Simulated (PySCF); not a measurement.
# CH9BNP: NMR shifts at several levels of theory

How much do the NMR shifts of CH9BNP (`C[NH2+][BH2-]P`) depend on the level of theory, and what does each level cost?

Programs: PySCF 2.14.0, with density-fitted response routines of our own. Each step states its level of theory. These are calculated values for one molecule in the gas phase, unless marked as measured. Atoms count from 0, in the outputs and in this text.

## (1) Starting geometry

13 atoms, charge 0, multiplicity 1; geometry from: PBE0-D3(BJ)/def2-SVP.

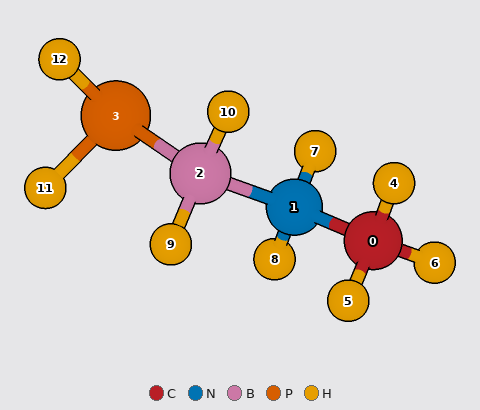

The starting geometry (carbon red, nitrogen blue, boron pink, phosphorus orange, hydrogen amber), atoms numbered.

## (2) Nuclear shieldings: HF/pcSseg-2

Job settings and geometry (Å):

```
{"job": {"kind": "nmr", "xc": "HF", "basis": "pcSseg-2", "pop": false}, "charge": 0, "multiplicity": 1}
C     -1.437768     0.559923     0.562040
N     -0.151956     0.487812    -0.139492
B      1.015963    -0.321140     0.654049
P      2.510423    -0.470997    -0.638304
H     -1.792849    -0.461620     0.745618
H     -1.280279     1.045682     1.533120
H     -2.187131     1.118403    -0.018017
H     -0.261080     0.043834    -1.055603
H      0.191444     1.429998    -0.338645
H      1.231721     0.316445     1.673716
H      0.551261    -1.432990     0.866393
H      3.428625     0.494405    -0.121743
H      3.174769    -1.581995    -0.044902
```

Method: GIAO HF/pcSseg-2 NMR shielding, non-relativistic, gas phase.

The run is started by

```bash
OMP_NUM_THREADS=1 python probes_run.py task.json out
```

One launch serves the whole session: the jobs run in the order shown.

Log:

```text
final grid: 93688 points
cycle   1  E = -462.9620981279  dE =  3.073e-01  |g| = 4.289e-01  |ddm| = 2.171e+00
cycle   2  E = -463.0224600325  dE = -6.036e-02  |g| = 1.788e-01  |ddm| = 4.998e-01
cycle   3  E = -463.0302298917  dE = -7.770e-03  |g| = 5.796e-02  |ddm| = 1.386e-01
cycle   4  E = -463.0314645971  dE = -1.235e-03  |g| = 1.201e-02  |ddm| = 6.985e-02
cycle   5  E = -463.0315399302  dE = -7.533e-05  |g| = 3.986e-03  |ddm| = 2.049e-02
cycle   6  E = -463.0315510682  dE = -1.114e-05  |g| = 1.274e-03  |ddm| = 9.335e-03
cycle   7  E = -463.0315522408  dE = -1.173e-06  |g| = 3.148e-04  |ddm| = 3.277e-03
cycle   8  E = -463.0315523336  dE = -9.280e-08  |g| = 7.580e-05  |ddm| = 1.081e-03
cycle   9  E = -463.0315523387  dE = -5.066e-09  |g| = 2.047e-05  |ddm| = 2.775e-04
cycle  10  E = -463.0315523391  dE = -4.190e-10  |g| = 6.038e-06  |ddm| = 9.208e-05
converged SCF energy = -463.0315523391

GIAO shielding tensors (ppm)
atom      isotropic    diamagn.    paramagn.     s11        s22        s33       span
  0 C      157.639     236.309     -78.670    137.992    144.755    190.171     52.179
  1 N      217.982     313.548     -95.566    202.285    220.881    230.779     28.495
  2 B      127.124     185.376     -58.253    109.538    124.114    147.719     38.181
  3 P      548.794     964.449    -415.655    463.996    579.983    602.403    138.408
  4 H       29.052      29.190      -0.138     24.932     27.550     34.674      9.742
  5 H       29.015      28.698       0.316     24.709     27.522     34.813     10.104
  6 H       29.258      27.926       1.332     24.319     26.777     36.677     12.358
  7 H       28.889      32.698      -3.809     21.511     27.326     37.832     16.321
  8 H       29.221      32.106      -2.885     22.212     27.702     37.750     15.538
  9 H       29.175      30.681      -1.506     25.313     30.436     31.775      6.461
 10 H       29.660      31.353      -1.693     25.377     31.176     32.427      7.050
 11 H       29.954      30.181      -0.227     25.214     27.679     36.969     11.756
 12 H       29.822      29.937      -0.115     25.038     27.517     36.911     11.873
```

It took 17 s on 1 thread of Arm Neoverse V1, shared host; peak memory 0.97 GiB.

Shifts follow as δ = σ(reference) − σ, with reference shieldings (ppm) from runs at the same level and on the same kind of geometry: 1H TMS 31.68, 13C TMS 191.5, 15N NH3 260.7, 31P H3PO4 344.0, 11B BF3·OEt2 114.5. The references are single molecules in the gas phase, so shifts against H2O, NH3, PH3, H3PO4 or CFCl3 are not on the usual liquid scales and can be off by tens of ppm. Atoms listed in one row are averaged.

```csv
atoms,environment,σ (ppm),δ (ppm)
C0,methyl carbon bonded to N,157.6,33.8
"H7, H8",hydrogen on a donor nitrogen of a Lewis adduct,29.06,2.63
"H4, H5, H6",hydrogen on a methyl carbon bonded to N,29.11,2.57
"H9, H10","hydrogen on a boron bonded to N, P",29.42,2.26
"H11, H12",hydrogen on a phosphorus bonded to B,29.89,1.79
N1,donor nitrogen of a Lewis adduct,218.0,42.8
B2,"boron bonded to N, P, 2 H",127.1,-12.6
P3,"phosphorus bonded to B, 2 H",548.8,-204.8
```

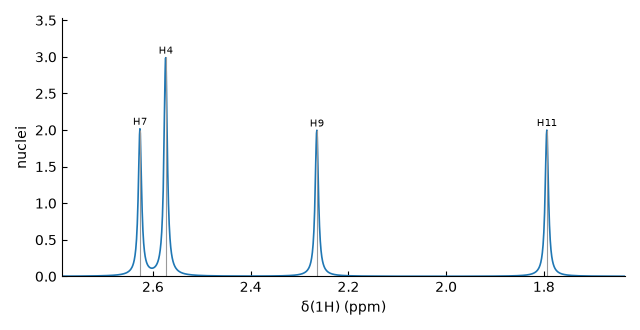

1H lines at the computed shifts, without couplings. Lines are broadened to a width of 0.01 ppm (Lorentzian).

## (3) NMR shieldings: LDA/pcSseg-2

Same as in step 2 but for these lines:

```diff
@@ -1,2 +1,2 @@
-{"job": {"kind": "nmr", "xc": "HF", "basis": "pcSseg-2", "pop": false}, "charge": 0, "multiplicity": 1}
+{"job": {"kind": "nmr", "xc": "LDA", "basis": "pcSseg-2", "pop": false}, "charge": 0, "multiplicity": 1}
 C     -1.437768     0.559923     0.562040
```

With the program's defaults for keys left out, this is: GIAO LDA/pcSseg-2 NMR shielding, non-relativistic, gas phase.

Log:

```text
coarse grid: 10440 points
cycle   1  E = -462.0441623705  dE =  4.800e-04  |g| = 5.105e-01  |ddm| = 2.307e+00
cycle   2  E = -461.9576228330  dE =  8.654e-02  |g| = 7.170e-01  |ddm| = 1.388e+00
cycle   3  E = -462.1240781687  dE = -1.665e-01  |g| = 1.082e-01  |ddm| = 9.465e-01
cycle   4  E = -462.1271668478  dE = -3.089e-03  |g| = 5.068e-02  |ddm| = 1.792e-01
cycle   5  E = -462.1277353975  dE = -5.685e-04  |g| = 1.178e-02  |ddm| = 4.504e-02
cycle   6  E = -462.1277582212  dE = -2.282e-05  |g| = 5.036e-03  |ddm| = 1.205e-02
cycle   7  E = -462.1277637266  dE = -5.505e-06  |g| = 8.375e-04  |ddm| = 4.816e-03
final grid: 93688 points
cycle   8  E = -462.1287026780  dE = -1.092e-04  |g| = 5.280e-03  |ddm| = 4.652e-02
cycle   9  E = -462.1286932409  dE =  9.437e-06  |g| = 8.194e-03  |ddm| = 7.839e-03
cycle  10  E = -462.1287088347  dE = -1.559e-05  |g| = 9.123e-04  |ddm| = 4.979e-03
cycle  11  E = -462.1287089783  dE = -1.435e-07  |g| = 3.826e-04  |ddm| = 8.233e-04
cycle  12  E = -462.1287090095  dE = -3.121e-08  |g| = 5.445e-05  |ddm| = 2.331e-04
cycle  13  E = -462.1287090102  dE = -6.831e-10  |g| = 1.757e-05  |ddm| = 7.186e-05
converged SCF energy = -462.1287090102

GIAO shielding tensors (ppm)
atom      isotropic    diamagn.    paramagn.     s11        s22        s33       span
  0 C      144.444     241.137     -96.693    118.711    128.558    186.063     67.352
  1 N      197.169     312.262    -115.093    179.889    195.936    215.682     35.793
  2 B      112.051     189.081     -77.030     87.567    109.406    139.180     51.613
  3 P      521.582     967.387    -445.805    442.613    551.032    571.101    128.488
  4 H       28.214      28.768      -0.554     24.631     26.752     33.260      8.629
  5 H       28.069      28.648      -0.579     24.168     26.731     33.307      9.139
  6 H       28.215      28.016       0.199     23.239     25.809     35.597     12.357
  7 H       27.910      31.773      -3.863     21.129     26.919     35.680     14.551
  8 H       28.114      31.515      -3.401     21.341     27.356     35.646     14.304
  9 H       27.796      29.821      -2.026     24.040     29.494     29.853      5.813
 10 H       28.347      29.990      -1.643     24.048     30.108     30.886      6.837
 11 H       28.758      28.788      -0.030     23.988     26.402     35.884     11.897
 12 H       28.572      28.586      -0.014     23.888     26.345     35.484     11.596
```

Run time: 34 s. Hardware: 1 thread of Arm Neoverse V1, shared host; peak memory 0.82 GiB.

Key values: δ C0 35.8, N1 69.5, B2 -21.1, P3 -262.5, H7 2.76, H9 2.70 ppm (means over like atoms).

## (4) Shielding tensors: PBE/pcSseg-2

Same as in step 3 but for these lines:

```diff
@@ -1,2 +1,2 @@
-{"job": {"kind": "nmr", "xc": "LDA", "basis": "pcSseg-2", "pop": false}, "charge": 0, "multiplicity": 1}
+{"job": {"kind": "nmr", "xc": "PBE", "basis": "pcSseg-2", "pop": false}, "charge": 0, "multiplicity": 1}
 C     -1.437768     0.559923     0.562040
```

Method: GIAO PBE/pcSseg-2 NMR shielding, non-relativistic, gas phase.

Log:

```text
coarse grid: 10440 points
cycle   1  E = -464.1227591621  dE = -8.197e-04  |g| = 4.746e-01  |ddm| = 2.217e+00
cycle   2  E = -464.0580054302  dE =  6.475e-02  |g| = 6.426e-01  |ddm| = 1.339e+00
cycle   3  E = -464.1945272524  dE = -1.365e-01  |g| = 9.832e-02  |ddm| = 8.970e-01
cycle   4  E = -464.1971877070  dE = -2.660e-03  |g| = 4.361e-02  |ddm| = 1.613e-01
cycle   5  E = -464.1976114201  dE = -4.237e-04  |g| = 1.154e-02  |ddm| = 4.099e-02
cycle   6  E = -464.1976340997  dE = -2.268e-05  |g| = 4.437e-03  |ddm| = 1.082e-02
cycle   7  E = -464.1976382914  dE = -4.192e-06  |g| = 6.925e-04  |ddm| = 4.023e-03
final grid: 93688 points
cycle   8  E = -464.2087108738  dE = -1.291e-04  |g| = 1.178e-02  |ddm| = 5.017e-02
cycle   9  E = -464.2086501680  dE =  6.071e-05  |g| = 1.958e-02  |ddm| = 1.991e-02
cycle  10  E = -464.2087440228  dE = -9.385e-05  |g| = 1.838e-03  |ddm| = 1.362e-02
cycle  11  E = -464.2087447505  dE = -7.277e-07  |g| = 5.463e-04  |ddm| = 1.685e-03
cycle  12  E = -464.2087448127  dE = -6.224e-08  |g| = 9.754e-05  |ddm| = 4.083e-04
cycle  13  E = -464.2087448153  dE = -2.553e-09  |g| = 1.718e-05  |ddm| = 1.408e-04
cycle  14  E = -464.2087448154  dE = -7.640e-11  |g| = 8.764e-06  |ddm| = 3.150e-05
converged SCF energy = -464.2087448154

GIAO shielding tensors (ppm)
atom      isotropic    diamagn.    paramagn.     s11        s22        s33       span
  0 C      142.945     240.653     -97.707    118.750    127.437    182.649     63.899
  1 N      193.389     311.246    -117.857    176.762    192.427    210.979     34.217
  2 B      112.682     189.326     -76.644     89.620    110.151    138.276     48.656
  3 P      522.546     967.075    -444.529    443.652    554.692    569.294    125.642
  4 H       28.626      29.328      -0.703     25.134     27.189     33.554      8.420
  5 H       28.497      28.987      -0.491     24.706     27.172     33.612      8.906
  6 H       28.599      28.237       0.362     23.777     26.253     35.767     11.989
  7 H       28.326      32.027      -3.700     21.749     27.387     35.843     14.094
  8 H       28.557      31.657      -3.099     22.060     27.801     35.811     13.751
  9 H       28.279      30.409      -2.130     24.575     29.936     30.324      5.749
 10 H       28.824      30.820      -1.996     24.590     30.558     31.325      6.736
 11 H       29.300      29.340      -0.040     24.660     27.093     36.147     11.486
 12 H       29.117      29.106       0.011     24.535     27.040     35.776     11.241
```

Wall time 42 s (1 thread of Arm Neoverse V1, shared host); peak memory 0.81 GiB.

This run: δ C0 36.4, N1 67.7, B2 -20.0, P3 -240.7, H7 2.74, H9 2.63 ppm (means over like atoms).

## (5) Shielding tensors: BLYP/pcSseg-2

Same as in step 4 but for these lines:

```diff
@@ -1,2 +1,2 @@
-{"job": {"kind": "nmr", "xc": "PBE", "basis": "pcSseg-2", "pop": false}, "charge": 0, "multiplicity": 1}
+{"job": {"kind": "nmr", "xc": "BLYP", "basis": "pcSseg-2", "pop": false}, "charge": 0, "multiplicity": 1}
 C     -1.437768     0.559923     0.562040
```

With the program's defaults for keys left out, this is: GIAO BLYP/pcSseg-2 NMR shielding, non-relativistic, gas phase.

Log:

```text
coarse grid: 10440 points
cycle   1  E = -464.3810971049  dE = -7.453e-03  |g| = 4.830e-01  |ddm| = 2.201e+00
cycle   2  E = -464.3092308207  dE =  7.187e-02  |g| = 6.697e-01  |ddm| = 1.425e+00
cycle   3  E = -464.4551683994  dE = -1.459e-01  |g| = 1.039e-01  |ddm| = 9.653e-01
cycle   4  E = -464.4579815350  dE = -2.813e-03  |g| = 4.824e-02  |ddm| = 1.662e-01
cycle   5  E = -464.4584896959  dE = -5.082e-04  |g| = 1.232e-02  |ddm| = 4.301e-02
cycle   6  E = -464.4585164729  dE = -2.678e-05  |g| = 4.639e-03  |ddm| = 1.280e-02
cycle   7  E = -464.4585212202  dE = -4.747e-06  |g| = 7.094e-04  |ddm| = 4.640e-03
final grid: 93688 points
cycle   8  E = -464.4716994331  dE = -1.168e-04  |g| = 8.850e-03  |ddm| = 4.712e-02
cycle   9  E = -464.4716696850  dE =  2.975e-05  |g| = 1.436e-02  |ddm| = 1.296e-02
cycle  10  E = -464.4717167035  dE = -4.702e-05  |g| = 1.376e-03  |ddm| = 8.413e-03
cycle  11  E = -464.4717170514  dE = -3.479e-07  |g| = 5.343e-04  |ddm| = 1.249e-03
cycle  12  E = -464.4717171131  dE = -6.173e-08  |g| = 9.820e-05  |ddm| = 3.498e-04
cycle  13  E = -464.4717171152  dE = -2.096e-09  |g| = 3.435e-05  |ddm| = 1.305e-04
cycle  14  E = -464.4717171156  dE = -3.845e-10  |g| = 8.056e-06  |ddm| = 5.043e-05
converged SCF energy = -464.4717171156

GIAO shielding tensors (ppm)
atom      isotropic    diamagn.    paramagn.     s11        s22        s33       span
  0 C      138.219     238.137     -99.918    114.079    122.560    178.018     63.939
  1 N      186.613     309.420    -122.807    169.888    185.616    204.335     34.447
  2 B      108.841     186.902     -78.061     86.123    106.814    133.586     47.463
  3 P      495.463     966.750    -471.287    414.138    526.449    545.802    131.664
  4 H       28.772      29.286      -0.514     25.418     27.364     33.533      8.115
  5 H       28.643      29.109      -0.466     24.985     27.352     33.594      8.609
  6 H       28.738      28.550       0.187     24.048     26.487     35.679     11.631
  7 H       28.540      31.972      -3.432     22.253     27.649     35.718     13.465
  8 H       28.783      31.777      -2.994     22.583     28.085     35.680     13.098
  9 H       28.529      30.421      -1.892     24.939     30.072     30.577      5.638
 10 H       29.102      30.749      -1.647     24.951     30.742     31.612      6.660
 11 H       29.555      29.579      -0.023     25.090     27.502     36.073     10.983
 12 H       29.365      29.379      -0.014     24.950     27.460     35.684     10.734
```

It took 42 s on 1 thread of Arm Neoverse V1, shared host; peak memory 0.81 GiB.

In short: δ C0 36.8, N1 70.9, B2 -17.7, P3 -224.2, H7 2.71, H4 2.66 ppm (means over like atoms).

## (6) Shielding tensors: BP86/pcSseg-2

Same as in step 5 but for these lines:

```diff
@@ -1,2 +1,2 @@
-{"job": {"kind": "nmr", "xc": "BLYP", "basis": "pcSseg-2", "pop": false}, "charge": 0, "multiplicity": 1}
+{"job": {"kind": "nmr", "xc": "BP86", "basis": "pcSseg-2", "pop": false}, "charge": 0, "multiplicity": 1}
 C     -1.437768     0.559923     0.562040
```

Method: GIAO BP86/pcSseg-2 NMR shielding, non-relativistic, gas phase.

Log:

```text
coarse grid: 10440 points
cycle   1  E = -464.5009577214  dE = -1.013e-03  |g| = 4.653e-01  |ddm| = 2.210e+00
cycle   2  E = -464.4473431107  dE =  5.361e-02  |g| = 6.149e-01  |ddm| = 1.248e+00
cycle   3  E = -464.5698839861  dE = -1.225e-01  |g| = 9.711e-02  |ddm| = 8.130e-01
cycle   4  E = -464.5725351130  dE = -2.651e-03  |g| = 4.158e-02  |ddm| = 1.583e-01
cycle   5  E = -464.5729179067  dE = -3.828e-04  |g| = 1.116e-02  |ddm| = 3.902e-02
cycle   6  E = -464.5729392874  dE = -2.138e-05  |g| = 4.160e-03  |ddm| = 9.642e-03
cycle   7  E = -464.5729429260  dE = -3.639e-06  |g| = 6.645e-04  |ddm| = 3.808e-03
final grid: 93688 points
cycle   8  E = -464.5840834750  dE = -1.264e-04  |g| = 6.946e-03  |ddm| = 4.906e-02
cycle   9  E = -464.5840649667  dE =  1.851e-05  |g| = 1.102e-02  |ddm| = 1.113e-02
cycle  10  E = -464.5840946912  dE = -2.972e-05  |g| = 1.195e-03  |ddm| = 7.425e-03
cycle  11  E = -464.5840949630  dE = -2.718e-07  |g| = 5.028e-04  |ddm| = 1.180e-03
cycle  12  E = -464.5840950086  dE = -4.556e-08  |g| = 8.914e-05  |ddm| = 2.929e-04
cycle  13  E = -464.5840950120  dE = -3.395e-09  |g| = 1.330e-05  |ddm| = 1.161e-04
cycle  14  E = -464.5840950120  dE = -4.638e-11  |g| = 7.631e-06  |ddm| = 2.757e-05
converged SCF energy = -464.5840950120

GIAO shielding tensors (ppm)
atom      isotropic    diamagn.    paramagn.     s11        s22        s33       span
  0 C      142.504     240.505     -98.001    118.508    127.121    181.882     63.374
  1 N      194.073     311.806    -117.733    177.303    193.382    211.533     34.230
  2 B      112.859     188.686     -75.827     89.950    110.468    138.158     48.209
  3 P      518.305     967.228    -448.923    438.907    551.791    564.216    125.309
  4 H       28.674      29.329      -0.655     25.185     27.249     33.587      8.401
  5 H       28.551      29.017      -0.466     24.769     27.227     33.658      8.889
  6 H       28.663      28.284       0.379     23.876     26.319     35.795     11.919
  7 H       28.390      32.137      -3.747     21.821     27.447     35.901     14.080
  8 H       28.625      31.778      -3.153     22.152     27.865     35.858     13.705
  9 H       28.358      30.437      -2.079     24.675     29.995     30.403      5.728
 10 H       28.896      30.801      -1.905     24.686     30.604     31.397      6.711
 11 H       29.371      29.422      -0.051     24.753     27.191     36.169     11.416
 12 H       29.195      29.195       0.001     24.630     27.136     35.820     11.190
```

It took 42 s on 1 thread of Arm Neoverse V1, shared host; peak memory 0.88 GiB.

In short: δ C0 36.7, N1 65.2, B2 -19.5, P3 -238.0, H7 2.73, H9 2.61 ppm (means over like atoms).

## (7) NMR shieldings: OPBE/pcSseg-2

Same as in step 6 but for these lines:

```diff
@@ -1,2 +1,2 @@
-{"job": {"kind": "nmr", "xc": "BP86", "basis": "pcSseg-2", "pop": false}, "charge": 0, "multiplicity": 1}
+{"job": {"kind": "nmr", "xc": "OPBE", "basis": "pcSseg-2", "pop": false}, "charge": 0, "multiplicity": 1}
 C     -1.437768     0.559923     0.562040
```

Level: GIAO OPBE/pcSseg-2 NMR shielding, non-relativistic, gas phase.

Log:

```text
coarse grid: 10440 points
cycle   1  E = -464.3833371926  dE = -1.300e-02  |g| = 4.470e-01  |ddm| = 2.253e+00
cycle   2  E = -464.3363426290  dE =  4.699e-02  |g| = 5.777e-01  |ddm| = 1.334e+00
cycle   3  E = -464.4494688082  dE = -1.131e-01  |g| = 8.615e-02  |ddm| = 8.798e-01
cycle   4  E = -464.4515761670  dE = -2.107e-03  |g| = 3.768e-02  |ddm| = 1.449e-01
cycle   5  E = -464.4519124349  dE = -3.363e-04  |g| = 1.143e-02  |ddm| = 4.065e-02
cycle   6  E = -464.4519352851  dE = -2.285e-05  |g| = 4.190e-03  |ddm| = 1.016e-02
cycle   7  E = -464.4519389437  dE = -3.659e-06  |g| = 6.643e-04  |ddm| = 3.423e-03
final grid: 93688 points
cycle   8  E = -464.4554678928  dE = -2.617e-04  |g| = 1.701e-02  |ddm| = 7.309e-02
cycle   9  E = -464.4553563399  dE =  1.116e-04  |g| = 2.553e-02  |ddm| = 3.916e-02
cycle  10  E = -464.4555550881  dE = -1.987e-04  |g| = 2.658e-03  |ddm| = 2.569e-02
cycle  11  E = -464.4555566932  dE = -1.605e-06  |g| = 1.104e-03  |ddm| = 3.518e-03
cycle  12  E = -464.4555569349  dE = -2.417e-07  |g| = 2.492e-04  |ddm| = 8.285e-04
cycle  13  E = -464.4555569501  dE = -1.522e-08  |g| = 5.454e-05  |ddm| = 2.950e-04
cycle  14  E = -464.4555569506  dE = -5.271e-10  |g| = 2.514e-05  |ddm| = 7.115e-05
converged SCF energy = -464.4555569506

GIAO shielding tensors (ppm)
atom      isotropic    diamagn.    paramagn.     s11        s22        s33       span
  0 C      148.492     244.097     -95.605    125.662    133.529    186.287     60.625
  1 N      201.020     313.335    -112.315    185.674    200.385    217.000     31.326
  2 B      117.999     192.665     -74.666     96.310    115.247    142.438     46.127
  3 P      551.321     967.783    -416.462    474.240    584.242    595.483    121.243
  4 H       28.696      29.741      -1.045     25.041     27.249     33.799      8.758
  5 H       28.586      28.968      -0.382     24.667     27.232     33.860      9.192
  6 H       28.685      27.989       0.695     23.816     26.256     35.981     12.165
  7 H       28.245      32.114      -3.869     21.351     27.230     36.155     14.804
  8 H       28.507      31.383      -2.876     21.765     27.599     36.156     14.391
  9 H       28.351      30.863      -2.512     24.537     30.044     30.471      5.934
 10 H       28.839      31.680      -2.840     24.550     30.653     31.316      6.766
 11 H       29.358      29.404      -0.046     24.617     27.120     36.337     11.721
 12 H       29.193      29.094       0.099     24.486     27.055     36.037     11.551
```

Run time: 42 s. Hardware: 1 thread of Arm Neoverse V1, shared host; peak memory 0.81 GiB.

In short: δ C0 35.9, N1 61.8, B2 -20.3, P3 -238.9, H7 2.82, H9 2.60 ppm (means over like atoms).

(Part 1 of 2 ends here.)
